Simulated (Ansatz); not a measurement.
# How long must the leads be? bond stretched by 1.0 Å, between Al atomic chains, part 2 of 3

Is the current converged in the leads' length?

Ansatz 0.2.0; DFT PBE, plane waves, PAW; current against voltage, self-consistent under bias.

So far, largest misfit of the leads (meV): step 2 (the sweep under bias, lead atoms 11, setting 11 lead atoms …) 125.

## 3. The sweep under bias, lead atoms 7

System of this step: bond stretched by 1.0 Å, between Al atomic chains. The cell holds 14 atoms: 14 Al. Cell: a = 7.000 Å, b = 7.000 Å, c = 46.320 Å, α = 90.0°, β = 90.0°, γ = 90.0°. Electrodes: Al atomic chain; the apex atoms were set 3.400 Å apart. Regions: lower lead, 7 atoms (7 Al); upper lead, 7 atoms (7 Al). Vacuum lies along a, b and c.

The sweep is repeated with 7 lead atoms, box 7 Å: longer leads should bring the reservoirs nearer to the perfect lead, and the box width changes both the screening and the coupling to the images.

input.yaml

```yaml
crystal:
  lattice:
    - [7.0, 0.0, 0.0]
    - [0.0, 7.0, 0.0]
    - [0.0, 0.0, 46.32]
  atoms:
    - { symbol: Al, position: [0.5, 0.5, 0.0] }
    - { symbol: Al, position: [0.5, 0.5, 0.052029361] }
    - { symbol: Al, position: [0.5, 0.5, 0.104058722] }
    - { symbol: Al, position: [0.5, 0.5, 0.156088083] }
    - { symbol: Al, position: [0.5, 0.5, 0.208117444] }
    - { symbol: Al, position: [0.5, 0.5, 0.260146805] }
    - { symbol: Al, position: [0.5, 0.5, 0.312176166] }
    - { symbol: Al, position: [0.5, 0.5, 0.385578584] }
    - { symbol: Al, position: [0.5, 0.5, 0.437607945] }
    - { symbol: Al, position: [0.5, 0.5, 0.489637306] }
    - { symbol: Al, position: [0.5, 0.5, 0.541666667] }
    - { symbol: Al, position: [0.5, 0.5, 0.593696028] }
    - { symbol: Al, position: [0.5, 0.5, 0.645725389] }
    - { symbol: Al, position: [0.5, 0.5, 0.69775475] }
kpoints:
  mp_grid: { grid: [1, 1, 1] }
scf:
  occupations: { method: fermi_dirac, width: 0.1 }
hamiltonian:
  xc: pbe
output:
  current_voltage:
    leads: [[2, 3], [10, 11]]
    bias: [0.5, 1.0]
    electrode_ends: [6, 7]
    kmesh: [1, 1]
  write_potential: true
  write_density: true
  volumetric_format: npy
basis:
  ecutwfc: "340 eV"
```

The run is started by

```sh
ansatz run input.yaml --threads 8 --pin off --max-ram 16384MiB --backend cpu --events-out ev --progress --plain --runs-dir out
```

Numbers of over 12 decimals in the logs are rounded to 6 here.

The log of the run:

```text
[...]
Crystal: 14 atoms, lattice volume = 2269.680 Å³
Basis set: ecut = 340 eV, 32399 PW (Γ)
Bands: 35, of which v1, the nominal top of the filled ones, is band 21 counted from 1 (20 counted from 0)
Symmetry: 16 space group operations
[...]
k-points: 1
[...]
E sigma→0 (E₀):  -7494.586500 eV
Entropy (-TS):   -0.870144 eV (-62.153 meV/atom)
Fermi energy:    -2.713914 eV
[...]
--- Band table (eV) ---
  k-point 0: bands = [... 17 lower, -2.9697, -2.9697, -2.7620, -2.7620, -2.6837, -2.6837, -2.5117, -2.3377, ... 10 higher]
--- Current–voltage curve ---
[...]
electrodes : end at 14.46 and 17.86 Å
  density    : 144 bands, filled at a thermal energy of 2.585e-2 eV; current at 300 K
[...]
At 0 V the conductance is 7.7665e-5 S, 1.5850e14 S/m².
[key lines of the parts left out:]
SCF converged after 11 iterations
Free energy (F): -7495.021572 eV
```

Run time: 2.5 min. Hardware: 8 threads of Arm Neoverse V2, shared host; peak memory 2.1 GiB; 18 min of CPU time.

Cell area 49.000 Å^2. Current through one cell against bias:

```csv
bias (V),current through one cell (μA)
0.000,0
0.500,23.6
1.000,26.4
```

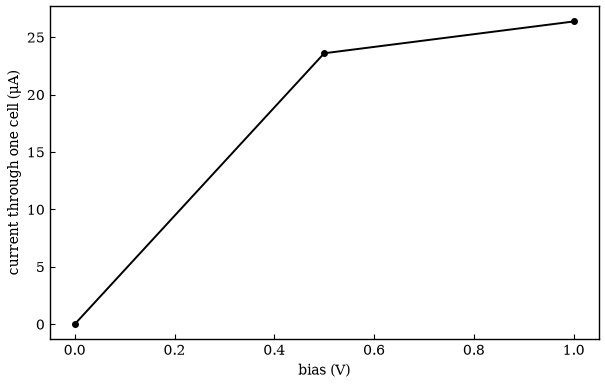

Current through one cell against bias.

The zero-bias conductance is 1.00 G₀; current over voltage goes 0.609 at +0.5 V and 0.340 at +1 V in the same unit. The leads' misfit reaches 121 meV.

## 4. Current against voltage, lead atoms 9

System of this step: bond stretched by 1.0 Å, between Al atomic chains. The cell holds 18 atoms: 18 Al. Its edges and angles: a = 7.000 Å, b = 7.000 Å, c = 55.960 Å, α = 90.0°, β = 90.0°, γ = 90.0°. Electrodes: Al atomic chain; the apex atoms were set 3.400 Å apart. Regions: lower lead, 9 atoms (9 Al); upper lead, 9 atoms (9 Al). Vacuum lies along a, b and c.

The sweep is repeated with 9 lead atoms, box 7 Å: longer leads should bring the reservoirs nearer to the perfect lead, and the box width changes both the screening and the coupling to the images.

input.yaml

```yaml
crystal:
  lattice:
    - [7.0, 0.0, 0.0]
    - [0.0, 7.0, 0.0]
    - [0.0, 0.0, 55.96]
  atoms:
    - { symbol: Al, position: [0.5, 0.5, 0.0] }
    - { symbol: Al, position: [0.5, 0.5, 0.043066476] }
    - { symbol: Al, position: [0.5, 0.5, 0.086132952] }
    - { symbol: Al, position: [0.5, 0.5, 0.129199428] }
    - { symbol: Al, position: [0.5, 0.5, 0.172265904] }
    - { symbol: Al, position: [0.5, 0.5, 0.21533238] }
    - { symbol: Al, position: [0.5, 0.5, 0.258398856] }
    - { symbol: Al, position: [0.5, 0.5, 0.301465332] }
    - { symbol: Al, position: [0.5, 0.5, 0.344531808] }
    - { symbol: Al, position: [0.5, 0.5, 0.405289492] }
    - { symbol: Al, position: [0.5, 0.5, 0.448355969] }
    - { symbol: Al, position: [0.5, 0.5, 0.491422445] }
    - { symbol: Al, position: [0.5, 0.5, 0.534488921] }
    - { symbol: Al, position: [0.5, 0.5, 0.577555397] }
    - { symbol: Al, position: [0.5, 0.5, 0.620621873] }
    - { symbol: Al, position: [0.5, 0.5, 0.663688349] }
    - { symbol: Al, position: [0.5, 0.5, 0.706754825] }
    - { symbol: Al, position: [0.5, 0.5, 0.749821301] }
kpoints:
  mp_grid: { grid: [1, 1, 1] }
scf:
  occupations: { method: fermi_dirac, width: 0.1 }
hamiltonian:
  xc: pbe
output:
  current_voltage:
    leads: [[3, 4], [13, 14]]
    bias: [0.5, 1.0]
    electrode_ends: [8, 9]
    kmesh: [1, 1]
  write_potential: true
  write_density: true
  volumetric_format: npy
basis:
  ecutwfc: "340 eV"
```

The log of the run:

```text
[...]
Crystal: 18 atoms, lattice volume = 2742.040 Å³
Basis set: ecut = 340 eV, 39181 PW (Γ)
Bands: 45, of which v1, the nominal top of the filled ones, is band 27 counted from 1 (26 counted from 0)
Symmetry: 16 space group operations
[...]
k-points: 1
[...]
E sigma→0 (E₀):  -9636.618919 eV
Entropy (-TS):   -1.093601 eV (-60.756 meV/atom)
Fermi energy:    -2.633234 eV
[...]
--- Band table (eV) ---
  k-point 0: bands = [... 23 lower, -2.7863, -2.7863, -2.7375, -2.7375, -2.5329, -2.5329, -2.5071, -2.4543, ... 14 higher]
--- Current–voltage curve ---
[...]
electrodes : end at 75.24 and 78.64 Å
  density    : 121 bands, filled at a thermal energy of 2.585e-2 eV; current at 300 K
[...]
At 0 V the conductance is 8.5811e-5 S, 1.7512e14 S/m².
[key lines of the parts left out:]
SCF converged after 11 iterations
Free energy (F): -9637.165719 eV
```

The job ended after 2.1 min (8 threads; peak memory 2.3 GiB).

The zero-bias conductance is 1.11 G₀; current over voltage goes 0.634 at +0.5 V and 0.324 at +1 V in the same unit. The leads' misfit reaches 140 meV.

Between step 2 and this run (18 atoms and lead atoms 9) the value for the largest misfit of the leads moves from 125 meV to 140 meV (+12 %).

## 5. The sweep under bias, lead atoms 16

System of this step: bond stretched by 1.0 Å, between Al atomic chains. The cell holds 32 atoms: 32 Al. Its edges and angles: a = 7.000 Å, b = 7.000 Å, c = 89.700 Å, α = 90.0°, β = 90.0°, γ = 90.0°. Electrodes: Al atomic chain; the apex atoms were set 3.400 Å apart. Regions: lower lead, 16 atoms (16 Al); upper lead, 16 atoms (16 Al). Vacuum lies along a, b and c.

The sweep is repeated with 16 lead atoms, box 7 Å: longer leads should bring the reservoirs nearer to the perfect lead, and the box width changes both the screening and the coupling to the images.

input.yaml

```yaml
crystal:
  lattice:
    - [7.0, 0.0, 0.0]
    - [0.0, 7.0, 0.0]
    - [0.0, 0.0, 89.7]
  atoms:
    - { symbol: Al, position: [0.5, 0.5, 0.0] }
    - { symbol: Al, position: [0.5, 0.5, 0.026867336] }
    - { symbol: Al, position: [0.5, 0.5, 0.053734671] }
    - { symbol: Al, position: [0.5, 0.5, 0.080602007] }
    - { symbol: Al, position: [0.5, 0.5, 0.107469342] }
    - { symbol: Al, position: [0.5, 0.5, 0.134336678] }
    - { symbol: Al, position: [0.5, 0.5, 0.161204013] }
    - { symbol: Al, position: [0.5, 0.5, 0.188071349] }
    - { symbol: Al, position: [0.5, 0.5, 0.214938685] }
    - { symbol: Al, position: [0.5, 0.5, 0.24180602] }
    - { symbol: Al, position: [0.5, 0.5, 0.268673356] }
    - { symbol: Al, position: [0.5, 0.5, 0.295540691] }
    - { symbol: Al, position: [0.5, 0.5, 0.322408027] }
    - { symbol: Al, position: [0.5, 0.5, 0.349275362] }
    - { symbol: Al, position: [0.5, 0.5, 0.376142698] }
    - { symbol: Al, position: [0.5, 0.5, 0.403010033] }
    - { symbol: Al, position: [0.5, 0.5, 0.440914158] }
    - { symbol: Al, position: [0.5, 0.5, 0.467781494] }
    - { symbol: Al, position: [0.5, 0.5, 0.494648829] }
    - { symbol: Al, position: [0.5, 0.5, 0.521516165] }
    - { symbol: Al, position: [0.5, 0.5, 0.548383501] }
    - { symbol: Al, position: [0.5, 0.5, 0.575250836] }
    - { symbol: Al, position: [0.5, 0.5, 0.602118172] }
    - { symbol: Al, position: [0.5, 0.5, 0.628985507] }
    - { symbol: Al, position: [0.5, 0.5, 0.655852843] }
    - { symbol: Al, position: [0.5, 0.5, 0.682720178] }
    - { symbol: Al, position: [0.5, 0.5, 0.709587514] }
    - { symbol: Al, position: [0.5, 0.5, 0.736454849] }
    - { symbol: Al, position: [0.5, 0.5, 0.763322185] }
    - { symbol: Al, position: [0.5, 0.5, 0.790189521] }
    - { symbol: Al, position: [0.5, 0.5, 0.817056856] }
    - { symbol: Al, position: [0.5, 0.5, 0.843924192] }
kpoints:
  mp_grid: { grid: [1, 1, 1] }
scf:
  occupations: { method: fermi_dirac, width: 0.1 }
hamiltonian:
  xc: pbe
output:
  current_voltage:
    leads: [[9, 10], [21, 22]]
    bias: [0.5, 1.0]
    electrode_ends: [15, 16]
    kmesh: [1, 1]
  write_potential: true
  write_density: true
  volumetric_format: npy
basis:
  ecutwfc: "340 eV"
```

The log of the run:

```text
[...]
Crystal: 32 atoms, lattice volume = 4395.300 Å³
Basis set: ecut = 340 eV, 62729 PW (Γ)
Bands: 80, of which v1, the nominal top of the filled ones, is band 48 counted from 1 (47 counted from 0)
Symmetry: 16 space group operations
[...]
k-points: 1
[...]
E sigma→0 (E₀):  -17133.909303 eV
Entropy (-TS):   -1.770561 eV (-55.330 meV/atom)
Fermi energy:    -2.473991 eV
[...]
--- Band table (eV) ---
  k-point 0: bands = [... 44 lower, -2.6522, -2.5429, -2.5429, -2.5062, -2.5062, -2.3905, -2.3736, -2.3736, ... 28 higher]
--- Current–voltage curve ---
[...]
electrodes : end at 125.85 and 129.25 Å
  density    : 218 bands, filled at a thermal energy of 2.585e-2 eV; current at 300 K
[...]
At 0 V the conductance is 9.1052e-5 S, 1.8582e14 S/m².
[key lines of the parts left out:]
SCF converged after 11 iterations
Free energy (F): -17134.794584 eV
```

Run time: 5.2 min. Hardware: 8 threads; peak memory 3.9 GiB; 38 min of CPU time.

Cell area 49.000 Å^2. Table of current through one cell by bias:

```csv
bias (V),current through one cell (μA)
0.000,0
0.500,21.1
1.000,24.2
```

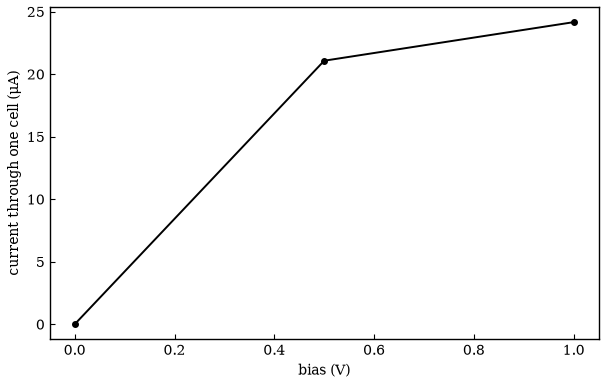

Current through one cell, plotted against bias.

The zero-bias conductance is 1.18 G₀; current over voltage goes 0.544 at +0.5 V and 0.312 at +1 V in the same unit. The leads' misfit reaches 41 meV.

## 6. Current against voltage, 22 atoms

System of this step: bond stretched by 1.0 Å, between Al atomic chains. The cell holds 22 atoms: 22 Al. Its edges and angles: a = 5.500 Å, b = 5.500 Å, c = 65.600 Å, α = 90.0°, β = 90.0°, γ = 90.0°. Electrodes: Al atomic chain; the apex atoms were set 3.400 Å apart. Regions: lower lead, 11 atoms (11 Al); upper lead, 11 atoms (11 Al). Vacuum lies along a, b and c.

The sweep is repeated with 11 lead atoms, box 5.5 Å: longer leads should bring the reservoirs nearer to the perfect lead, and the box width changes both the screening and the coupling to the images.

input.yaml

```yaml
crystal:
  lattice:
    - [5.5, 0.0, 0.0]
    - [0.0, 5.5, 0.0]
    - [0.0, 0.0, 65.6]
  atoms:
    - { symbol: Al, position: [0.5, 0.5, 0.0] }
    - { symbol: Al, position: [0.5, 0.5, 0.036737805] }
    - { symbol: Al, position: [0.5, 0.5, 0.07347561] }
    - { symbol: Al, position: [0.5, 0.5, 0.110213415] }
    - { symbol: Al, position: [0.5, 0.5, 0.14695122] }
    - { symbol: Al, position: [0.5, 0.5, 0.183689024] }
    - { symbol: Al, position: [0.5, 0.5, 0.220426829] }
    - { symbol: Al, position: [0.5, 0.5, 0.257164634] }
    - { symbol: Al, position: [0.5, 0.5, 0.293902439] }
    - { symbol: Al, position: [0.5, 0.5, 0.330640244] }
    - { symbol: Al, position: [0.5, 0.5, 0.367378049] }
    - { symbol: Al, position: [0.5, 0.5, 0.419207317] }
    - { symbol: Al, position: [0.5, 0.5, 0.455945122] }
    - { symbol: Al, position: [0.5, 0.5, 0.492682927] }
    - { symbol: Al, position: [0.5, 0.5, 0.529420732] }
    - { symbol: Al, position: [0.5, 0.5, 0.566158537] }
    - { symbol: Al, position: [0.5, 0.5, 0.602896341] }
    - { symbol: Al, position: [0.5, 0.5, 0.639634146] }
    - { symbol: Al, position: [0.5, 0.5, 0.676371951] }
    - { symbol: Al, position: [0.5, 0.5, 0.713109756] }
    - { symbol: Al, position: [0.5, 0.5, 0.749847561] }
    - { symbol: Al, position: [0.5, 0.5, 0.786585366] }
kpoints:
  mp_grid: { grid: [1, 1, 1] }
scf:
  occupations: { method: fermi_dirac, width: 0.1 }
hamiltonian:
  xc: pbe
output:
  current_voltage:
    leads: [[4, 5], [16, 17]]
    bias: [0.5, 1.0]
    electrode_ends: [10, 11]
    kmesh: [1, 1]
  write_potential: true
  write_density: true
  volumetric_format: npy
basis:
  ecutwfc: "340 eV"
```

The log of the run:

```text
[...]
Crystal: 22 atoms, lattice volume = 1984.400 Å³
Basis set: ecut = 340 eV, 28297 PW (Γ)
Bands: 55, of which v1, the nominal top of the filled ones, is band 33 counted from 1 (32 counted from 0)
Symmetry: 16 space group operations
[...]
k-points: 1
[...]
--- Current–voltage curve ---
[...]
electrodes : end at 89.70 and 93.10 Å
  density    : 140 bands, filled at a thermal energy of 2.585e-2 eV; current at 300 K
[...]
+0.5     1.4976e-5                   -            1.4978e-5      1.2524e-12     +0.355           2.18e-2          135.7   19
        +1     2.1841e-5                   -            2.1840e-5      8.8648e-11     +0.818           3.43e-2          112.2   12
  At 0 V the conductance is 5.2086e-5 S, 1.7218e14 S/m².
[key lines of the parts left out:]
SCF converged after 12 iterations
Free energy (F): -11776.600708 eV
Fermi energy:    -1.379716 eV
```

Wall time 67 s (8 threads); peak memory 1.5 GiB.

Cell area 30.250 Å^2. Table of current through one cell by bias:

```csv
bias (V),current through one cell (μA)
0.000,0
0.500,15.0
1.000,21.8
```

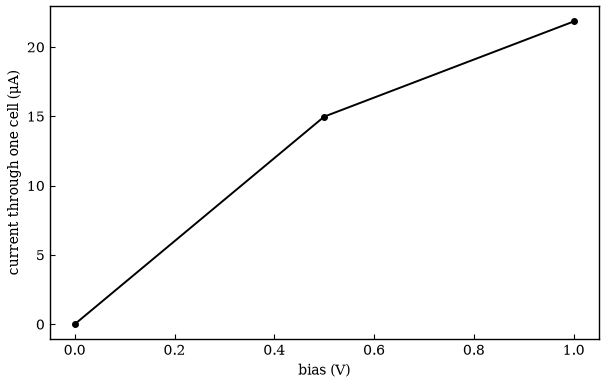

Current through one cell against bias.

The zero-bias conductance is 0.672 G₀; current over voltage goes 0.387 at +0.5 V and 0.282 at +1 V in the same unit. The leads' misfit reaches 136 meV.

## 7. Current against voltage, lead atoms 16

System of this step: bond stretched by 1.0 Å, between Al atomic chains. The cell holds 32 atoms: 32 Al. Cell: a = 5.500 Å, b = 5.500 Å, c = 89.700 Å, α = 90.0°, β = 90.0°, γ = 90.0°. Electrodes: Al atomic chain; the apex atoms were set 3.400 Å apart. Regions: lower lead, 16 atoms (16 Al); upper lead, 16 atoms (16 Al). Vacuum lies along a, b and c.

The sweep is repeated with 16 lead atoms, box 5.5 Å: longer leads should bring the reservoirs nearer to the perfect lead, and the box width changes both the screening and the coupling to the images.

input.yaml

```yaml
crystal:
  lattice:
    - [5.5, 0.0, 0.0]
    - [0.0, 5.5, 0.0]
    - [0.0, 0.0, 89.7]
  atoms:
    - { symbol: Al, position: [0.5, 0.5, 0.0] }
    - { symbol: Al, position: [0.5, 0.5, 0.026867336] }
    - { symbol: Al, position: [0.5, 0.5, 0.053734671] }
    - { symbol: Al, position: [0.5, 0.5, 0.080602007] }
    - { symbol: Al, position: [0.5, 0.5, 0.107469342] }
    - { symbol: Al, position: [0.5, 0.5, 0.134336678] }
    - { symbol: Al, position: [0.5, 0.5, 0.161204013] }
    - { symbol: Al, position: [0.5, 0.5, 0.188071349] }
    - { symbol: Al, position: [0.5, 0.5, 0.214938685] }
    - { symbol: Al, position: [0.5, 0.5, 0.24180602] }
    - { symbol: Al, position: [0.5, 0.5, 0.268673356] }
    - { symbol: Al, position: [0.5, 0.5, 0.295540691] }
    - { symbol: Al, position: [0.5, 0.5, 0.322408027] }
    - { symbol: Al, position: [0.5, 0.5, 0.349275362] }
    - { symbol: Al, position: [0.5, 0.5, 0.376142698] }
    - { symbol: Al, position: [0.5, 0.5, 0.403010033] }
    - { symbol: Al, position: [0.5, 0.5, 0.440914158] }
    - { symbol: Al, position: [0.5, 0.5, 0.467781494] }
    - { symbol: Al, position: [0.5, 0.5, 0.494648829] }
    - { symbol: Al, position: [0.5, 0.5, 0.521516165] }
    - { symbol: Al, position: [0.5, 0.5, 0.548383501] }
    - { symbol: Al, position: [0.5, 0.5, 0.575250836] }
    - { symbol: Al, position: [0.5, 0.5, 0.602118172] }
    - { symbol: Al, position: [0.5, 0.5, 0.628985507] }
    - { symbol: Al, position: [0.5, 0.5, 0.655852843] }
    - { symbol: Al, position: [0.5, 0.5, 0.682720178] }
    - { symbol: Al, position: [0.5, 0.5, 0.709587514] }
    - { symbol: Al, position: [0.5, 0.5, 0.736454849] }
    - { symbol: Al, position: [0.5, 0.5, 0.763322185] }
    - { symbol: Al, position: [0.5, 0.5, 0.790189521] }
    - { symbol: Al, position: [0.5, 0.5, 0.817056856] }
    - { symbol: Al, position: [0.5, 0.5, 0.843924192] }
kpoints:
  mp_grid: { grid: [1, 1, 1] }
scf:
  occupations: { method: fermi_dirac, width: 0.1 }
hamiltonian:
  xc: pbe
output:
  current_voltage:
    leads: [[9, 10], [21, 22]]
    bias: [0.5, 1.0]
    electrode_ends: [15, 16]
    kmesh: [1, 1]
  write_potential: true
  write_density: true
  volumetric_format: npy
basis:
  ecutwfc: "340 eV"
```

The log of the run:

```text
[...]
Crystal: 32 atoms, lattice volume = 2713.425 Å³
Basis set: ecut = 340 eV, 38729 PW (Γ)
Bands: 80, of which v1, the nominal top of the filled ones, is band 48 counted from 1 (47 counted from 0)
Symmetry: 16 space group operations
[...]
k-points: 1
[...]
E sigma→0 (E₀):  -17129.238118 eV
Entropy (-TS):   -1.745568 eV (-54.549 meV/atom)
Fermi energy:    -1.191684 eV
[...]
--- Band table (eV) ---
  k-point 0: bands = [... 44 lower, -1.3478, -1.3478, -1.2308, -1.2308, -1.2039, -1.2039, -1.0631, -1.0631, ... 28 higher]
--- Current–voltage curve ---
[...]
electrodes : end at 125.85 and 129.25 Å
  density    : 195 bands, filled at a thermal energy of 2.585e-2 eV; current at 300 K
[...]
At 0 V the conductance is 5.3063e-5 S, 1.7541e14 S/m².
[key lines of the parts left out:]
SCF converged after 12 iterations
Free energy (F): -17130.110902 eV
```

Wall time 2.1 min (8 threads); peak memory 2.4 GiB; 15 min of CPU time.

(Continued in part 3 of 3.)

[Logs are printed without paths, hosts, clocks, repeated set-up lines and the standing remarks that a program may print on its own settings, such as how far it seeks lower states.]

[Hosts, paths, dates, database ids (printed as entryN), source tags and the programs' standing remarks are cut or masked in the printed files.]
